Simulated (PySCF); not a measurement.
Input

```
{"job": {"kind": "nmr", "xc": "PBE0", "basis": "pcSseg-1"}, "charge": 0, "multiplicity": 1}
C      3.518091     0.114107     0.484212
Si     1.912619     0.604364    -0.418506
C      0.642350    -0.742013     0.073043
C     -0.762098    -0.189501     0.321596
Si    -2.012860    -1.624759     0.461115
F     -1.435223    -2.612490     1.593326
C     -1.133414     0.799717    -0.734004
C     -2.512109     1.402778    -0.644289
O     -0.365317     1.101849    -1.619193
H      4.319374     0.804669     0.244343
H      3.401071     0.115299     1.563994
H      3.847101    -0.879360     0.194405
H      2.202144     0.621147    -1.849898
H      1.512922     1.915162     0.112415
H      0.599619    -1.472555    -0.736793
H      0.970884    -1.278848     0.962427
H     -0.773671     0.356202     1.272097
H     -2.060748    -2.416457    -0.756844
H     -3.313121    -1.223354     0.978888
H     -3.227565     0.711671    -1.087238
H     -2.542643     2.333599    -1.205338
H     -2.797818     1.578158     0.388609
```

Command:

```sh
OMP_NUM_THREADS=1 python probes_run.py task.json out
```

Geometry: GFN2-xTB.

These are results of PBE0/pcSseg-1, SCF density, gas phase, non-relativistic in PySCF, not measurements.

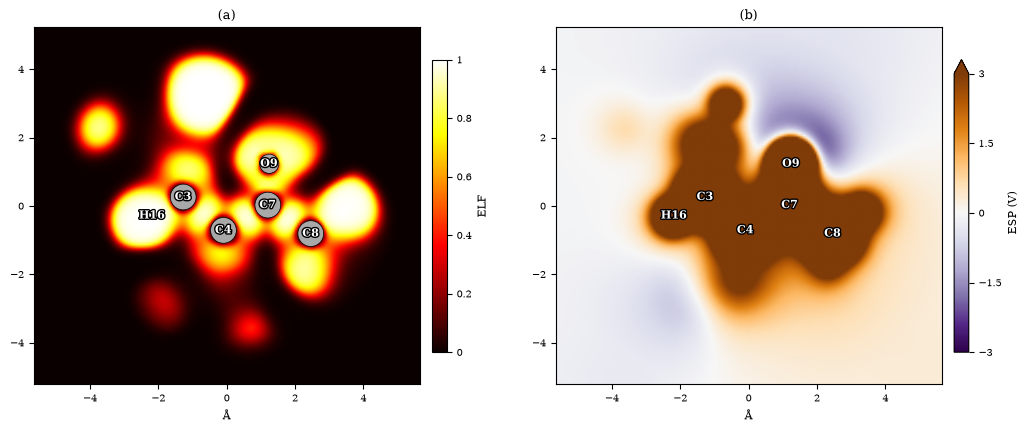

C5H13FOSi2. (a) electron localisation function; (b) molecular electrostatic potential on the plane of atoms C8, C7 and O9. Grey discs cover the atomic cores in the ELF map.

> What do the fields say about this system?

The plane passes through C, O and H nuclei. C–O (1.21 Å): the ELF peaks at about 0.85 between the atoms; a multiple bond. C–C (1.49 Å): the ELF peaks at about 0.95 between the atoms: a covalent bond. C–H (1.09 Å): the ELF climbs to about 1 towards the hydrogen, as it does in any bond to H: an ordinary covalent bond to hydrogen. The ELF also peaks beside O9, away from the bonds: lone-pair regions. Outside the dense part of the molecule the potential is most negative (−1.9 V) near O9.
